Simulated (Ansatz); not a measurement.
**One shape, several levels: C2H6Si (SMILES CC[SiH])**

Aim: a comparison of 6 runs (HF/STO-3G, HF/cc-pVDZ, B3LYP/cc-pVDZ, BHLYP/cc-pVDZ, SVWN5/cc-pVDZ, MP2/cc-pVDZ) of C2H6Si. 

The results are computed with Ansatz 0.2.0.

60 further runs of the same task are left out: 60 set aside as unsound or not needed.

## Step 1: The molecule

C2H6Si: 9 atoms, total charge 0, spin state singlet. SMILES: `CC[SiH]`. The C2–Si3 distance was set to 2.458 Å, away from the relaxed value.

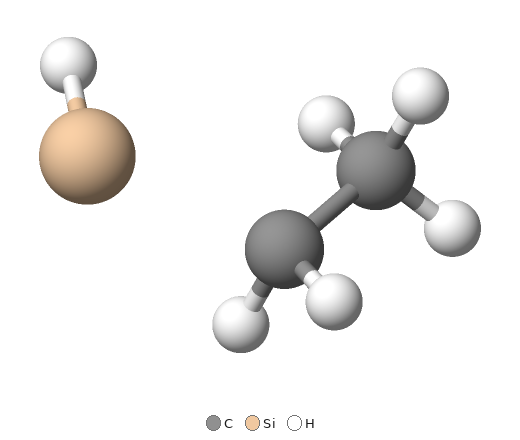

The structure, seen from a chosen angle (carbon grey, silicon light orange, hydrogen white).

## Step 2: A single-point energy at HF/STO-3G (run 1)

molecule.yaml reads:

```yaml
crystal:
  periodic: [false, false, false]
  atoms:
    - {symbol: C, position_ang: [-0.909087, 0.434075, -1.029946]}
    - {symbol: C, position_ang: [0.107913, -0.625325, -0.626146]}
    - {symbol: Si, position_ang: [1.475100, -0.358700, 1.398700]}
    - {symbol: H, position_ang: [-1.524387, 0.111575, -1.874946]}
    - {symbol: H, position_ang: [-0.413487, 1.361475, -1.327746]}
    - {symbol: H, position_ang: [-1.573887, 0.674775, -0.197746]}
    - {symbol: H, position_ang: [0.735513, -0.926325, -1.471546]}
    - {symbol: H, position_ang: [-0.418487, -1.559225, -0.333846]}
    - {symbol: H, position_ang: [0.401100, 0.410600, 2.175300]}
basis:
  gaussian:
    orbitals: STO-3G
hamiltonian:
  xc: hf
accuracy: high
output: {orbitals: {seedname: orbitals}}
```

Started as:

```
$ ansatz run molecule.yaml --threads 1 --pin off --max-ram 3480MiB --events-out events.jsonl --progress --plain --runs-dir runs
```

Log:

```text
Warning: RAYON_NUM_THREADS=1 ignored (pool sized by the plan → 1); use --threads N
Functional definition: HF
  name "HF"
  exchange = exact_x
  correlation = 0
468 factors; integrals over basis functions are off by at most 2.5e-8 eV
mean field evaluation 1: about -9897.2153 eV, gradient 1.4e1 eV
mean field evaluation 2: about -9897.3423 eV, gradient 1.4e1 eV
mean field evaluation 4: about -9898.3354 eV, gradient 1.3e0 eV
mean field evaluation 8: about -9898.3444 eV, gradient 3.2e-2 eV
mean field -9898.34440083 eV, -363.7574473916 hartree, gradient 2.3e-8 eV, S^2 0.000000; 0 other end points of the search recorded, 0 dependent functions left out
reference -9898.34440083 eV, -363.7574473916 hartree; 16, 16 occupied and 9, 9 virtual orbitals, 468 factors
Total energy: -9898.34440083 eV, -363.7574473916 hartree
```

It took 0.2 s on 1 thread of Arm Neoverse V1, shared host.

## Step 3: A single-point energy at HF/cc-pVDZ (run 2)

molecule.yaml, as its differences from that of step 2:

```diff
@@ -14,6 +14,6 @@
   gaussian:
-    orbitals: STO-3G
+    orbitals: cc-pVDZ
+output: {orbitals: {seedname: orbitals}}
+accuracy: high
 hamiltonian:
   xc: hf
-accuracy: high
-output: {orbitals: {seedname: orbitals}}
```

Started as:

```
$ ansatz run molecule.yaml --threads 1 --pin off --max-ram 3480MiB --events-out events.jsonl --progress --plain --runs-dir runs
```

Log:

```text
Warning: RAYON_NUM_THREADS=1 ignored (pool sized by the plan → 1); use --threads N
[... 4 set-up lines as earlier in the session ...]
1827 factors; integrals over basis functions are off by at most 3.7e-9 eV
mean field evaluation 1: about -10012.5742 eV, gradient 2.8e1 eV
mean field evaluation 2: about -10012.5759 eV, gradient 2.8e1 eV
mean field evaluation 4: about -10015.2293 eV, gradient 3.0e0 eV
mean field evaluation 8: about -10015.2886 eV, gradient 1.0e-3 eV
mean field -10015.28856491 eV, -368.0550661542 hartree, gradient 1.6e-8 eV, S^2 0.000000; 0 other end points of the search recorded, 0 dependent functions left out
reference -10015.28856491 eV, -368.0550661542 hartree; 16, 16 occupied and 60, 60 virtual orbitals, 1827 factors
Total energy: -10015.28856491 eV, -368.0550661542 hartree
```

It took 2 s on 1 thread of Arm Neoverse V1, shared host; peak memory 0.18 GiB.

Runs 3 to 5 aren't shown in full; the table further down has their settings and results.

## Step 4: A single-point energy at MP2/cc-pVDZ (run 6)

run.yaml reads:

```yaml
crystal:
  periodic: [false, false, false]
  atoms:
    - symbol: C
      position_ang: [-0.909087, 0.434075, -1.029946]
    - symbol: C
      position_ang: [0.107913, -0.625325, -0.626146]
    - symbol: Si
      position_ang: [1.475100, -0.358700, 1.398700]
    - symbol: H
      position_ang: [-1.524387, 0.111575, -1.874946]
    - symbol: H
      position_ang: [-0.413487, 1.361475, -1.327746]
    - symbol: H
      position_ang: [-1.573887, 0.674775, -0.197746]
    - symbol: H
      position_ang: [0.735513, -0.926325, -1.471546]
    - symbol: H
      position_ang: [-0.418487, -1.559225, -0.333846]
    - symbol: H
      position_ang: [0.401100, 0.410600, 2.175300]
basis:
  gaussian:
    orbitals: cc-pVDZ
total_charge: 0
correlation:
  method: mp2
  frozen_orbitals: {C: 1, H: 0, Si: 5}
accuracy: high
```

Started as:

```
$ ansatz run run.yaml --threads 1 --pin off --max-ram 3480MiB --events-out events.jsonl --progress --plain --runs-dir runs
```

Log:

```text
Warning: RAYON_NUM_THREADS=1 ignored (pool sized by the plan → 1); use --threads N
[... 4 set-up lines as earlier in the session ...]
1827 factors; integrals over basis functions are off by at most 3.7e-9 eV
mean field evaluation 1: about -10012.5742 eV, gradient 2.8e1 eV
mean field evaluation 2: about -10012.5759 eV, gradient 2.8e1 eV
mean field evaluation 4: about -10015.2293 eV, gradient 3.0e0 eV
mean field evaluation 8: about -10015.2886 eV, gradient 1.0e-3 eV
mean field -10015.28856491 eV, -368.0550661542 hartree, gradient 1.6e-8 eV, S^2 0.000000; 0 other end points of the search recorded, 0 dependent functions left out; unrestricted orbitals would lower it
mean field evaluation 16: about -10015.1378 eV, gradient 2.4e0 eV
7 core orbitals not correlated: weight in the atoms' cores, before any rotation towards them, 1.000 or more for the frozen orbitals, at most 0.000 for the correlated occupied ones
reference -10015.28856491 eV, -368.0550661542 hartree; 9, 9 occupied and 60, 60 virtual orbitals, 1827 factors
second order -10.32246307 eV of doubles, -0.00000000 eV of singles
Total energy: -10025.61102799 eV, -368.4344096754 hartree
```

It took 2.8 s on 1 thread of Arm Neoverse V1, shared host; peak memory 0.18 GiB.

## Step 5: Overview of the runs

| run | level | frozen core orbitals | energy (Eh) | HOMO energy (eV) | LUMO energy (eV) | HOMO–LUMO gap (eV) | wall time |
| --- | --- | --- | --- | --- | --- | --- | --- |
| 1 | HF/STO-3G | – | -363.757447 | -5.52 | 5.45 | 10.96 | 0.2 s |
| 2 | HF/cc-pVDZ | – | -368.055066 | -8.29 | 0.37 | 8.66 | 2 s |
| 3 | B3LYP/cc-pVDZ | – | -369.231075 | -5.95 | -3.11 | 2.84 | 5.7 s |
| 4 | BHLYP/cc-pVDZ | – | -369.148903 | -6.99 | -1.95 | 5.04 | 6 s |
| 5 | SVWN5/cc-pVDZ | – | -367.264410 | -5.26 | -3.98 | 1.28 | 3.6 s |
| 6 | MP2/cc-pVDZ | 7 | -368.434410 | – | – | – | 2.8 s |

## Step 6: What came out

| quantity | value |
| --- | --- |
| run 6: total energy | -368.43441 Eh |
| run 6: correlation energy (7 core orbitals frozen) | -379.3 mEh |

In words: Over runs 1, 2, 3, 4, 5 the HOMO–LUMO gap runs from 1.28 eV (SVWN5/cc-pVDZ) to 10.96 eV (HF/STO-3G). The two ends differ in method and basis. Totals of different functionals can't be ranked against each other. In run 6 the log says that unrestricted orbitals would lower the reference, so the values rest on an unstable closed-shell determinant (other closed-shell runs at this shape may share the fault). In run 1 the basis is minimal, so the values are rough. All runs together took 20 s, the longest 6 s.
